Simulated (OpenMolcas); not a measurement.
# Single-point calculation of CoH6O3F3 (charge −1) (part 2 of 3)

The same run, continued: CoH6O3F3, charge −1, multiplicity 4; CASPT2/ANO-R1, sfX2C (OpenMolcas 26.06). The geometry comes from this level: GFN2-xTB.

Geometry of the input (Å):
```
Co 0.3289  0.0795  -0.0788
F  0.1976  0.2408  1.8876
F  -0.2228  -0.2230  -1.9664
F  2.3213  0.0993  -0.2733
O  -2.0216  0.1230  0.0670
H  -2.3089  -0.6338  0.5898
H  -2.2312  -0.0681  -0.8556
O  0.3673  2.3679  -0.1096
H  1.2588  2.6210  -0.3790
H  0.2829  2.5911  0.8268
O  0.3415  -2.2183  0.1309
H  0.9520  -2.4316  0.8475
H  0.7343  -2.5479  -0.6870
```

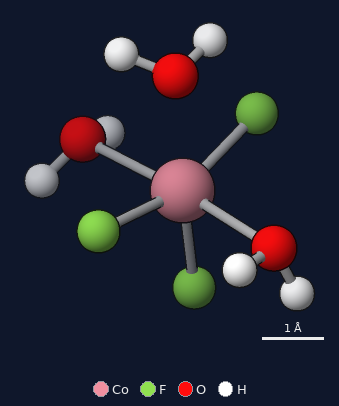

**Figure 1.** The structure as given in the input (ball-and-stick view, seen at a tilt). Sticks mark near contacts.

The program's output, continued
```
      Number of CSFs                            10
      Number of determinants                    10
      Number of root(s) required                 1
      Root chosen for geometry opt.              1
      CI root used                               1

      highest root included in the CI            1
      max. size of the explicit Hamiltonian     10
--

++    Optimization specifications:
      ----------------------------

      RASSCF algorithm: LK RI/DF
      Maximum number of macro iterations       200
      Maximum number of SX iterations          100
      Threshold for RASSCF energy            1.000E-08
      Threshold for max MO rotation          1.000E-01
      Threshold for max BLB element          1.000E-04
      Level shift parameter                  5.000E-01
      Make Quasi-Newton update
--

      The MO-coefficients are taken from the file:
      step2.RasOrb
      Title: RASSCF average (pseudo-natural) orbitals

      Total molecular charge   -1.00

      ************************************************************************************************************************
      *                                            Wave function control section                                             *
      ************************************************************************************************************************

                                         RASSCF iterations: Energy and convergence statistics
                                         ----------------------------------------------------

          iter iter root      energy       change     param      element    value   shift minimum  type update hh:mm:ss
 Nr of preliminary CI iterations:   1
      Total energies have been shifted. Add                -1000.00 au
        1   1   14    1  -919.04113881    0.00E+00  -7.77E-03   13 143 1 -1.22E-01*  0.37   0.00    SX    NO    0:00:01
        2   1   13    1  -919.04398506   -2.85E-03*  1.70E-03   13 143 1 -1.52E-02*  0.38   0.00    SX    NO    0:00:00
        3   1   12    1  -919.04423233   -2.47E-04*  1.22E-03   13 143 1 -4.71E-03*  0.37   0.00    SX    NO    0:00:00
        4   1   11    1  -919.04427874   -4.64E-05*  7.34E-04   41  99 1 -1.62E-03*  0.38   0.00    SX    NO    0:00:00
        5   1   11    1  -919.04428886   -1.01E-05*  6.75E-04   14  66 1  6.79E-04*  0.38   0.87    QN   YES    0:00:00
        6   1   10    1  -919.04429301   -4.15E-06*  6.67E-04   13 143 1  1.54E-04*  0.38   1.33    QN   YES    0:00:00
        7   1    8    1  -919.04429365   -6.35E-07*  5.45E-04   34  44 1 -5.43E-05   0.38   1.27    QN   YES    0:00:00
        8   1    8    1  -919.04429386   -2.14E-07* -6.08E-04   42  97 1  4.56E-05   0.38   1.60    QN   YES    0:00:00
        9   1    7    1  -919.04429400   -1.35E-07*  1.62E-04   13  65 1 -2.78E-05   0.38   1.18    QN   YES    0:00:00
       10   1    6    1  -919.04429402   -2.61E-08*  1.02E-04   15 139 1  4.33E-05   0.38   1.18    QN   YES    0:00:00
       11   1    5    1  -919.04429403   -4.34E-09   1.85E-05   13 141 1 -9.46E-06   0.38   1.01    QN   YES    0:00:00
      Convergence after 11 iterations
       12   1    5    1  -919.04429403   -3.77E-09   1.85E-05   15 139 1  1.37E-05   0.38   1.01    QN   YES    0:00:00

      ************************************************************************************************************************
                                                      Wave function printout:
                       occupation of active orbitals, and spin coupling of open shells (u,d: Spin up or down)
      ************************************************************************************************************************

      Note: transformation to natural orbitals
      has been made, which may change the order of the CSFs.

      printout of CI-coefficients larger than  0.05 for root  1
      energy=   -1919.044294
      conf/sym  11111     Coeff  Weight
             1  22uuu  -0.96862 0.93822
             9  uu2u2  -0.24855 0.06178

      Natural orbitals and occupation numbers for root  1
      sym 1:   1.938222   1.938222   1.061778   1.000000   1.061778

      ************************************************************************************************************************
      *                                                    Final results                                                     *
      ************************************************************************************************************************

++    Final optimization conditions:
      ------------------------------

      Average CI energy                           -1919.04429403
      RASSCF energy for state  1                  -1919.04429403
      Super-CI energy                                -0.00000000
      RASSCF energy change                           -0.00000000
      Max change in MO coefficients              -2.525E-05
      Max non-diagonal density matrix element     1.850E-05
      Maximum BLB matrix element                  1.373E-05
      (orbital pair  15, 139 in symmetry   1)
      Norm of electronic gradient            3.195E-05
--

      Final state energy(ies):
      ------------------------

::    RASSCF root number  1 Total energy:  -1919.04429403

++    Molecular orbitals:
      -------------------

      Pseudonatural active orbitals and approximate occupation numbers

      MOLECULAR ORBITALS FOR SYMMETRY SPECIES 1: a

      INDEX  ENERGY  OCCUPATION COEFFICIENTS ...
          1 -285.4963    2.0000
                 1 CO1    1s     ( 1.0000)
          2  -35.1771    2.0000
                 2 CO1    2s     ( 0.9997)
          3  -29.9520    2.0000
                 6 CO1    2px    ( 0.9928)  12 CO1    2pz    (-0.1107)
          4  -29.9514    2.0000
                 6 CO1    2px    ( 0.1060)  12 CO1    2pz    ( 0.9900)
          5  -29.9386    2.0000
                 9 CO1    2py    ( 0.9946)
          6  -25.9334    2.0000
                46 F3     1s     ( 1.0000)
          7  -25.9287    2.0000
                32 F2     1s     (-1.0000)
          8  -25.9086    2.0000
                60 F4     1s     ( 1.0000)
          9  -20.4599    2.0000
               122 O11    1s     ( 1.0001)
         10  -20.4493    2.0000
                74 O5     1s     (-0.9991)
         11  -20.4493    2.0000
                98 O8     1s     (-0.9991)
         12   -4.3499    2.0000
                 3 CO1    3s     (-0.9999)
         13   -2.7660    2.0000
                 7 CO1    3px    ( 0.9920)
         14   -2.7639    2.0000
                10 CO1    3py    ( 0.1020)  13 CO1    3pz    ( 0.9902)
         15   -2.7599    2.0000
                10 CO1    3py    ( 0.9917)
         16   -1.2293    2.0000
                75 O5     2s     ( 0.1322) 123 O11    2s     ( 0.7800) 136 H12    1s     ( 0.1187) 137 H12    2s     (-0.1054)
               141 H13    1s     ( 0.1188) 142 H13    2s     (-0.1051)
         17   -1.2217    2.0000
                47 F3     2s     (-0.1481)  75 O5     2s     (-0.6958)  88 H6     1s     (-0.1078)  93 H7     1s     (-0.1029)
                99 O8     2s     (-0.3189) 123 O11    2s     ( 0.1506)
         18   -1.2190    2.0000
                75 O5     2s     (-0.3278)  99 O8     2s     ( 0.7214) 112 H9     1s     ( 0.1151) 117 H10    1s     ( 0.1117)

         19   -1.1933    2.0000
                33 F2     2s     ( 0.2603)  47 F3     2s     ( 0.9174)  75 O5     2s     (-0.1535)
         20   -1.1886    2.0000
                33 F2     2s     (-0.9369)  47 F3     2s     ( 0.3005)
         21   -1.1676    2.0000
                61 F4     2s     ( 0.9791)
         22   -0.5969    2.0000
               129 O11    2pz    (-0.6555) 136 H12    1s     (-0.3267) 137 H12    2s     ( 0.1726) 141 H13    1s     ( 0.3254)
               142 H13    2s     (-0.1724)
         23   -0.5891    2.0000
                79 O5     2py    ( 0.2434)  81 O5     2pz    (-0.6035)  88 H6     1s     (-0.3318)  89 H6     2s     ( 0.1722)
                93 H7     1s     ( 0.3215)  94 H7     2s     (-0.1662)
         24   -0.5866    2.0000
                81 O5     2pz    ( 0.1020) 101 O8     2px    (-0.4147) 105 O8     2pz    ( 0.5090) 112 H9     1s     (-0.3235)
               113 H9     2s     ( 0.1704) 117 H10    1s     ( 0.3229) 118 H10    2s     (-0.1686)
         25   -0.4700    2.0000
                 4 CO1    4s     (-0.1019)  77 O5     2px    (-0.1555) 101 O8     2px    ( 0.1209) 103 O8     2py    ( 0.1335)
               105 O8     2pz    ( 0.1038) 123 O11    2s     (-0.2762) 125 O11    2px    ( 0.6312) 127 O11    2py    (-0.4728)
               136 H12    1s     ( 0.1099) 141 H13    1s     ( 0.1108)
         26   -0.4640    2.0000
                75 O5     2s     ( 0.2016)  77 O5     2px    ( 0.2953)  79 O5     2py    ( 0.4272)  81 O5     2pz    ( 0.2058)
                99 O8     2s     ( 0.1951) 101 O8     2px    (-0.3465) 103 O8     2py    (-0.3153) 105 O8     2pz    (-0.3118)
               123 O11    2s     (-0.1088) 125 O11    2px    ( 0.2163) 127 O11    2py    (-0.1171)
         27   -0.4486    2.0000
                75 O5     2s     (-0.2307)  77 O5     2px    (-0.3281)  79 O5     2py    (-0.4767)  81 O5     2pz    (-0.2009)
                99 O8     2s     ( 0.2233) 101 O8     2px    (-0.4040) 103 O8     2py    (-0.2885) 105 O8     2pz    (-0.3185)

         28   -0.4037    2.0000
                 4 CO1    4s     ( 0.1328)  53 F3     2pz    ( 0.1020)  77 O5     2px    ( 0.1935)  79 O5     2py    (-0.1763)
               101 O8     2px    ( 0.1454) 103 O8     2py    (-0.1962) 105 O8     2pz    ( 0.1098) 125 O11    2px    ( 0.5188)
               127 O11    2py    ( 0.6364) 129 O11    2pz    (-0.1194)
         29   -0.3953    2.0000
                77 O5     2px    (-0.4596)  79 O5     2py    ( 0.3170) 101 O8     2px    (-0.2526) 103 O8     2py    ( 0.4957)
               105 O8     2pz    (-0.1911) 125 O11    2px    ( 0.1487) 127 O11    2py    ( 0.4017)
         30   -0.3920    2.0000
                77 O5     2px    ( 0.5701)  79 O5     2py    (-0.3197) 101 O8     2px    (-0.2572) 103 O8     2py    ( 0.5695)
               105 O8     2pz    (-0.1912)
         31   -0.3205    2.0000
                 4 CO1    4s     (-0.2786)  19 CO1    3d0    (-0.1147)  35 F2     2px    (-0.1334)  39 F2     2pz    ( 0.5486)
                49 F3     2px    (-0.2979)  51 F3     2py    (-0.1289)  53 F3     2pz    (-0.5781)  63 F4     2px    ( 0.1536)
                77 O5     2px    ( 0.1597) 103 O8     2py    (-0.1490) 127 O11    2py    ( 0.1387)
         32   -0.2968    2.0000
                37 F2     2py    (-0.1405)  39 F2     2pz    (-0.6895)  49 F3     2px    (-0.2134)  53 F3     2pz    (-0.5921)
                67 F4     2pz    ( 0.1817)
         33   -0.2911    2.0000
                35 F2     2px    ( 0.5223)  49 F3     2px    (-0.6276)  51 F3     2py    ( 0.1705)  53 F3     2pz    ( 0.2780)
                63 F4     2px    ( 0.1098)  67 F4     2pz    ( 0.3505)
         34   -0.2895    2.0000
                37 F2     2py    (-0.3188)  39 F2     2pz    ( 0.1468)  49 F3     2px    ( 0.1329)  51 F3     2py    ( 0.8482)
                53 F3     2pz    (-0.2015)  63 F4     2px    (-0.2103)
         35   -0.2883    2.0000
                35 F2     2px    (-0.4699)  39 F2     2pz    (-0.2018)  49 F3     2px    (-0.2192)  51 F3     2py    ( 0.2892)
                53 F3     2pz    ( 0.1768)  63 F4     2px    ( 0.6751)  67 F4     2pz    (-0.1481)
         36   -0.2822    2.0000
                37 F2     2py    ( 0.9002)  38 F2     3py    ( 0.1047)  51 F3     2py    ( 0.3105)  53 F3     2pz    (-0.1103)
               103 O8     2py    ( 0.1192)
         37   -0.2757    2.0000
                35 F2     2px    ( 0.5638)  49 F3     2px    ( 0.5085)  53 F3     2pz    (-0.1372)  63 F4     2px    ( 0.5734)
                77 O5     2px    ( 0.1693)
         38   -0.2627    2.0000
                65 F4     2py    (-0.9659)  66 F4     3py    (-0.1145)
         39   -0.2556    2.0000
                35 F2     2px    (-0.3384)  49 F3     2px    ( 0.2831)  67 F4     2pz    ( 0.8816)  68 F4     3pz    ( 0.1036)

         40   -0.3164    1.9382
                15 CO1    3d2-   (-0.7807)  17 CO1    3d1-   (-0.5967)  19 CO1    3d0    ( 0.1349)  21 CO1    3d1+   ( 0.1368)

         41   -0.3162    1.9382
                15 CO1    3d2-   ( 0.6209)  17 CO1    3d1-   (-0.7797)
         42    0.0463    1.0618
                17 CO1    3d1-   (-0.1175)  19 CO1    3d0    (-0.1437)  21 CO1    3d1+   (-0.9598)  23 CO1    3d2+   ( 0.1953)
                53 F3     2pz    ( 0.1039)
         43    0.1133    1.0000
                 4 CO1    4s     ( 0.1350)  17 CO1    3d1-   (-0.1616)  19 CO1    3d0    (-0.6373)  23 CO1    3d2+   (-0.7574)
               103 O8     2py    ( 0.1119) 127 O11    2py    (-0.1093)
         44    0.0624    1.0618
                19 CO1    3d0    ( 0.7400)  21 CO1    3d1+   (-0.2442)  23 CO1    3d2+   (-0.6269)  39 F2     2pz    ( 0.1196)
                63 F4     2px    (-0.1397)
--

      Von Neumann Entropy (Root   1) =  1.55769

      Mulliken population analysis for root number:  1
      -----------------------------------------------

++    Molecular charges:
      ------------------

      Mulliken charges per centre and basis function type
      ---------------------------------------------------

                CO1     F2      F3      F4      O5      H6      H7      O8      H9      H10     O11     H12
      1s       2.0000  2.0000  2.0000  2.0000  2.0002  0.4090  0.4025  2.0002  0.4032  0.4029  2.0002  0.3985
      2s       2.0000  1.9699  1.9707  1.9700  1.6753  0.2300  0.2350  1.6725  0.2322  0.2332  1.6736  0.2308
      2px      2.0000  1.9400  1.9209  1.8501  1.8086  0.0371  0.0350  1.5053  0.0455  0.0226  1.6800  0.0429
      2pz      2.0000  1.8507  1.8582  1.9479  1.2993  0.0190  0.0374  1.4117  0.0192  0.0426  1.2509  0.0218
      2py      2.0000  1.9332  1.9407  1.9392  1.6160  0.0463  0.0299  1.8133  0.0350  0.0345  1.7990  0.0340
      3s       2.0002 -0.0050 -0.0060 -0.0042  0.0346  0.0000  0.0000  0.0235  0.0000  0.0000  0.0444  0.0000
      3px      1.9998  0.0280  0.0291  0.0299  0.0287  0.0000  0.0000  0.0175  0.0000  0.0000  0.0318  0.0000
      3pz      1.9998  0.0289  0.0284  0.0290 -0.0009  0.0000  0.0000  0.0099  0.0000  0.0000 -0.0029  0.0000
      3py      1.9999  0.0286  0.0278  0.0294  0.0276  0.0000  0.0000  0.0273  0.0000  0.0000  0.0277  0.0000
      4s       0.3785  0.0000  0.0000  0.0000  0.0000  0.0000  0.0000  0.0000  0.0000  0.0000  0.0000  0.0000
      3d2+     1.0535  0.0000  0.0000  0.0005  0.0036  0.0000  0.0000  0.0049  0.0000  0.0000  0.0025  0.0000
      3d1+     1.0937  0.0003  0.0004  0.0003  0.0025  0.0000  0.0000  0.0008  0.0000  0.0000  0.0099  0.0000
      3d0      1.0933  0.0007  0.0006  0.0002  0.0050  0.0000  0.0000  0.0090  0.0000  0.0000  0.0012  0.0000
      3d1-     1.9028  0.0004  0.0004  0.0000  0.0060  0.0000  0.0000  0.0025  0.0000  0.0000  0.0034  0.0000
      3d2-     1.9308  0.0000  0.0000  0.0004  0.0034  0.0000  0.0000  0.0029  0.0000  0.0000  0.0031  0.0000
      4px      0.0462  0.0000  0.0000  0.0000  0.0000  0.0000  0.0000  0.0000  0.0000  0.0000  0.0000  0.0000
      4pz      0.0606  0.0000  0.0000  0.0000  0.0000  0.0000  0.0000  0.0000  0.0000  0.0000  0.0000  0.0000
      4py      0.0255  0.0000  0.0000  0.0000  0.0000  0.0000  0.0000  0.0000  0.0000  0.0000  0.0000  0.0000
      5s       0.0040  0.0000  0.0000  0.0000  0.0000  0.0000  0.0000  0.0000  0.0000  0.0000  0.0000  0.0000
      4d2+     0.0290  0.0000  0.0000  0.0000  0.0000  0.0000  0.0000  0.0000  0.0000  0.0000  0.0000  0.0000
      4d1+     0.0253  0.0000  0.0000  0.0000  0.0000  0.0000  0.0000  0.0000  0.0000  0.0000  0.0000  0.0000
      4d0      0.0454  0.0000  0.0000  0.0000  0.0000  0.0000  0.0000  0.0000  0.0000  0.0000  0.0000  0.0000
      4d1-     0.0128  0.0000  0.0000  0.0000  0.0000  0.0000  0.0000  0.0000  0.0000  0.0000  0.0000  0.0000
      4d2-     0.0081  0.0000  0.0000  0.0000  0.0000  0.0000  0.0000  0.0000  0.0000  0.0000  0.0000  0.0000
      4f3+     0.0009  0.0000  0.0000  0.0000  0.0000  0.0000  0.0000  0.0000  0.0000  0.0000  0.0000  0.0000
      4f2+     0.0005  0.0000  0.0000  0.0000  0.0000  0.0000  0.0000  0.0000  0.0000  0.0000  0.0000  0.0000
      4f1+     0.0016  0.0000  0.0000  0.0000  0.0000  0.0000  0.0000  0.0000  0.0000  0.0000  0.0000  0.0000
      4f0      0.0020  0.0000  0.0000  0.0000  0.0000  0.0000  0.0000  0.0000  0.0000  0.0000  0.0000  0.0000
      4f1-     0.0012  0.0000  0.0000  0.0000  0.0000  0.0000  0.0000  0.0000  0.0000  0.0000  0.0000  0.0000
      4f2-     0.0001  0.0000  0.0000  0.0000  0.0000  0.0000  0.0000  0.0000  0.0000  0.0000  0.0000  0.0000
      4f3-     0.0010  0.0000  0.0000  0.0000  0.0000  0.0000  0.0000  0.0000  0.0000  0.0000  0.0000  0.0000
      Total   25.7166  9.7759  9.7714  9.7925  8.5097  0.7414  0.7398  8.5011  0.7350  0.7359  8.5248  0.7279
```
